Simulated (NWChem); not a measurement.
# B3LYP/def2-TZVP run of C2H8Si (dimethylsilane)

Aim: the electronic atomisation energy of C2H8Si (dimethylsilane) at B3LYP/def2-TZVP, from 4 runs. 

Program for the calculation: NWChem 7.3.0.

**1. The structure to begin with**

The species is C2H8Si (11 atoms), meant as a singlet with charge 0. SMILES: `C[SiH2]C`. Geometry: relaxed at PBE0-D4/def2-TZVP.

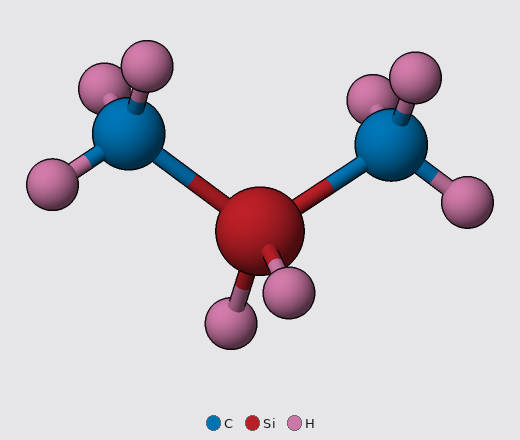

The structure, seen from a chosen angle (carbon blue, silicon red, hydrogen pink).

**2. The energy at B3LYP/def2-TZVP (run 1)**

job.nw reads:

```
start job
title "C2H8Si"
memory 2200 mb
charge 0
geometry noautosym nocenter noautoz
C     -1.050200     0.967200    -0.661200
Si    -0.309200    -0.653200    -0.087600
C      1.346600    -0.392300     0.745700
H     -2.015800     0.806900    -1.146100
H     -0.391700     1.464600    -1.377800
H     -1.204900     1.644900     0.182100
H     -0.139900    -1.564200    -1.256100
H     -1.245100    -1.319300     0.863300
H      2.058200     0.075200     0.060400
H      1.772600    -1.342000     1.077400
H      1.244800     0.255200     1.620300
end
basis "ao basis" spherical bse
* library def2-TZVP
end
dft
xc b3lyp
grid fine
convergence energy 1e-08
iterations 100
mulliken
noprint "final vectors analysis"
end
task dft energy
```

The run is started by

```bash
nwchem job.nw > job.out
```

Log:

```text
[...]
          Wavefunction type:  closed shell.
          No. of atoms     :    11
          No. of electrons :    34
[...]
          Charge           :     0
          Spin multiplicity:     1
[...]
          AO basis - number of functions:   147
[...]
              XC Information
              --------------
                         B3LYP Method XC Potential
                     Hartree-Fock (Exact) Exchange  0.200
                        Slater Exchange Functional  0.800 local
                    Becke 1988 Exchange Functional  0.720 non-local
              Lee-Yang-Parr Correlation Functional  0.810
                  VWN I RPA Correlation Functional  0.190 local
[...]
 d= 0,ls=0.0,diis     1   -370.5699629201 -4.85D+02  2.81D-03  5.34D-01     5.1
[...]
 d= 0,ls=0.0,diis     8   -370.6040417021 -1.32D-10  2.46D-07  3.34D-09    34.4
         Total DFT energy =     -370.604041702104
      One electron energy =     -735.457670052707
           Coulomb energy =      285.524225231317
    Exchange-Corr. energy =      -34.829109370312
 Nuclear repulsion energy =      114.158512489598
[...]
      Total Density - Mulliken Population Analysis
     ---------------------------------------------
    Atom       Charge   Shell Charges
 -----------   ------   -------------------------------------------------------
    1 C    6     6.46   0.85  1.12  0.52  0.64  0.12  1.35  1.31  0.52  0.01  0.01  0.00
    2 Si  14    13.66   2.00  0.57  1.39  0.89  0.42  4.13  1.68  0.64  1.29  0.28  0.15  0.17  0.04
    3 C    6     6.46   0.85  1.12  0.52  0.64  0.12  1.35  1.31  0.52  0.01  0.01  0.00
    4 H    1     0.88   0.27  0.48  0.10  0.02
    5 H    1     0.88   0.27  0.48  0.11  0.02
    6 H    1     0.88   0.27  0.48  0.11  0.02
    7 H    1     1.07   0.25  0.54  0.27  0.01
    8 H    1     1.07   0.25  0.54  0.27  0.01
    9 H    1     0.88   0.27  0.48  0.11  0.02
   10 H    1     0.88   0.27  0.48  0.10  0.02
[...]
```

Wall time 35 s (1 thread of Intel Xeon 6975P-C (Granite Rapids), shared host); peak memory 0.12 GiB.

**3. The C atom, same level (run 2)**

a.nw reads:

```
start a
title "C"
memory 2200 mb
charge 0

geometry units au noautosym nocenter noautoz
   C    0.00000000   0.00000000   0.00000000
end

basis "ao basis" spherical bse
   * library def2-TZVP
end

dft
   xc b3lyp
   mult 3
   grid fine
   convergence energy 1e-08
   iterations 100
   mulliken
   print low
end

task dft energy
```

Run the same way, it converges to -37.85948 Eh (log not shown).

**4. The H atom (run 3)**

calc.nw reads:

```
start calc
title "H energy"
memory stack 880 mb heap 220 mb global 1100 mb
charge 0

geometry units angstroms noautosym nocenter noautoz
  H     0.000000    0.000000    0.000000
end

basis spherical bse
  * library def2-TZVP
end

dft
  xc b3lyp
  mult 2
  grid fine
  convergence energy 1e-08
  maxiter 100
  mulliken
  print low
end

task dft energy
```

Run the same way, it converges to -0.50215 Eh (log not shown).

**5. The Si atom (run 4)**

sp.nw reads:

```
START sp
TITLE "Si energy"
memory 2200 mb
charge 0

GEOMETRY noautosym nocenter noautoz
 Si       0.000000       0.000000       0.000000
END

BASIS "ao basis" spherical bse
 * library def2-TZVP
END

DFT
 xc b3lyp
 mult 3
 grid fine
 convergence energy 1e-08
 maxiter 100
 mulliken
 noprint "final vectors analysis"
END

TASK dft energy
```

Run the same way, it converges to -289.39206 Eh (log not shown).

**6. The series**

| run | level | partner | energy (Eh) | wall time |
| --- | --- | --- | --- | --- |
| 1 | B3LYP/def2-TZVP | base | -370.604042 | 35 s |
| 2 | UB3LYP/def2-TZVP | atoms | -37.859478 | 0.94 s |
| 3 | UB3LYP/def2-TZVP | atoms | -0.502154 | 0.6 s |
| 4 | UB3LYP/def2-TZVP | atoms | -289.392056 | 1.6 s |

**7. Summary of results**

At B3LYP/def2-TZVP:

| quantity | value |
| --- | --- |
| Si atom: total energy | -289.39206 Eh |
| Si atom: ⟨S²⟩ | 2.004 |
| electronic atomisation energy | 40.158 eV |

What this shows: Taking the molecule apart into free atoms costs 40.16 eV (926 kcal/mol), before zero-point energy and without spin-orbit coupling. All runs together took 38 s, the longest 35 s.
